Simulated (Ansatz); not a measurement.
Cost and result by functional for the adsorption energy of NH3 on the 1x1 (10-10) surface of wurtzite ZnO (cut with top plane O + Zn), one in a 2x1 cell, started at the site 'hollow O-O-Zn-Zn-Zn', in Ansatz (plane waves, PAW). Single points on the PBE structure, on one kind of machine; costs are rough ratios of the slab run's core time (references not counted) to the cheapest single point. r2SCAN's cost holds its higher cutoff (500 against 420 eV). Differences are taken against HSE06 for comparison alone: no measured value is at hand, so the table doesn't rank accuracy. HSE06 ran on a coarser k-mesh, which lowers its cost and may carry part of its shift.

Host crystal: wurtzite ZnO, with a band gap (PBE, scalar-relativistic without spin-orbit coupling).

Set-up: 36 atoms, 9.4 Å thick at the start under the adsorbate (thin: gaps and levels are the slab's own); mesh 3x4x1; 0.01 eV smearing; dipole correction on; 16 atoms held, the rest relaxed; no symmetry held; no spin, no spin-orbit, no U, no dispersion correction. At the end it is bonded to Zn. In PBE it is, or lies within 0.03 eV of, the lowest of the starts that converged. These notes are the PBE run's. Adsorption energies are against NH3(g). A negative adsorption energy means that the adsorbate is more stable on the surface than in its reference.

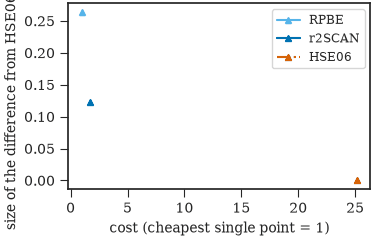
Figure: Difference from HSE06 against cost

| functional | relative cost | adsorption energy (eV) | less HSE06 (eV) |
|---|---|---|---|
| RPBE | 1 | -0.79 | 0.26 |
| r2SCAN | 2 | -1.17 | -0.12 |
| HSE06 | 30 | -1.05 | 0.00 |
| PBE (the relaxed run's value) | – | -1.03 | 0.02 |

The values span 0.39 eV, while the single points' costs differ by a factor of roughly 30. Differences are of unrounded values.

Ansatz is an electronic-structure program.
